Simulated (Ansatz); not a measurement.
**AlBN (SMILES [B]=[N][Al]) (doublet): density, localisation and related maps**

Input

```
crystal:
  periodic: [false, false, false]
  atoms:
    - {symbol: Al, position_ang: [0.000000, 0.000000, -1.631231]}
    - {symbol: B, position_ang: [0.000000, 0.000000, 1.453257]}
    - {symbol: N, position_ang: [0.000000, 0.000000, 0.177974]}
basis:
  gaussian:
    orbitals: def2-TZVPD
magnetization:
  spin_polarized: true
  initial_magnetization: 1
output: {forces: true, orbitals: {seedname: orbitals}}
total_charge: 0
hamiltonian:
  xc: pbe0
```

Run with:

```sh
ansatz run input.yaml --threads 1 --pin off --max-ram 2610MiB --events-out events.jsonl --progress --plain --runs-dir runs
```

Geometry: r2SCAN-D4/def2-SVP.

These are results of isolated molecule in a Gaussian basis; Kohn-Sham density functional theory, functional PBE0 (Ansatz), not measurements.

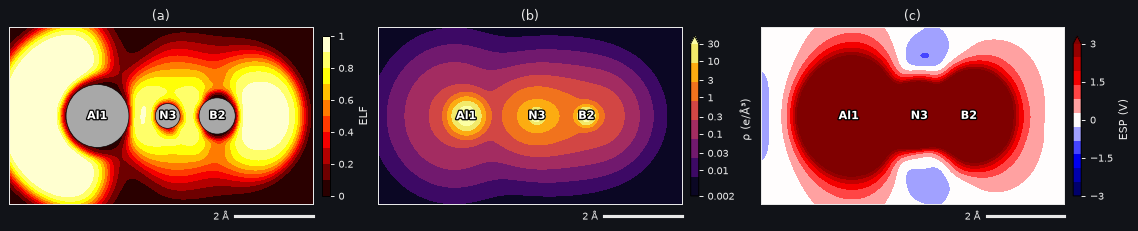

Figure 1. (a) ELF; (b) total electron density; (c) electrostatic potential on a plane that holds the molecular axis. Grey discs cover the atomic cores in the ELF map.

### Describe what can be read from this map.

- The section cuts through Al, B and N sites.
- B–N (1.28 Å): ρ is about 2.4 e/Å³ halfway; the ELF peaks at about 0.85 between the atoms: a short, strongly polar bond.
- Al–N (1.81 Å): ρ at the midpoint is about 0.78 e/Å³; the ELF peaks at about 0.90 in the valence shell of N, 0.6 Å from its nucleus, and is about 0.65 at the midpoint.
- The ELF also peaks beside B2, away from the bonds: non-bonding electrons, paired or unpaired.
- Outside the dense part of the molecule the potential is most negative (−0.9 V) near N3.

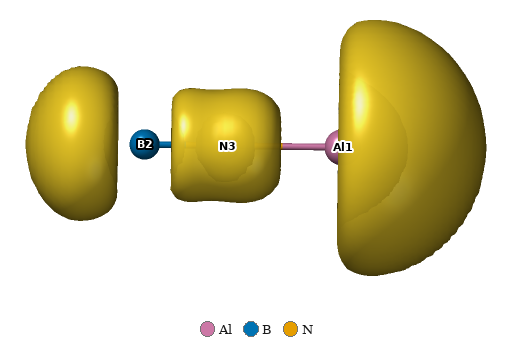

Figure 2. Isosurface of the ELF at 0.75 (yellow), seen from one side. Core shells and regions of very low density are left out.

### Identify the bonds, lone pairs and shells in this picture.

The ELF exceeds this value in one region on N in which the atom's valence shell and bonds are merged, one lobe on Al, pointing away from the bonds (non-bonding electrons) and one lobe on B, pointing away from the bonds (non-bonding electrons).

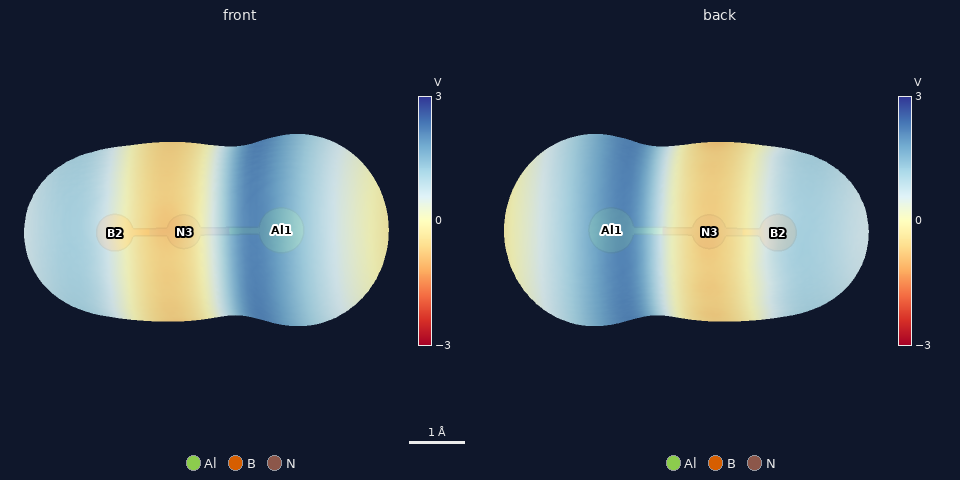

Figure 3. The molecular electrostatic potential painted on the density surface at 0.004 e/bohr³, seen from the front and from behind; red is negative and blue positive.

### Where is the surface potential most negative and most positive?

The most negative region (about −0.8 V) lies over N3, the most positive (about +2.2 V) over Al1.
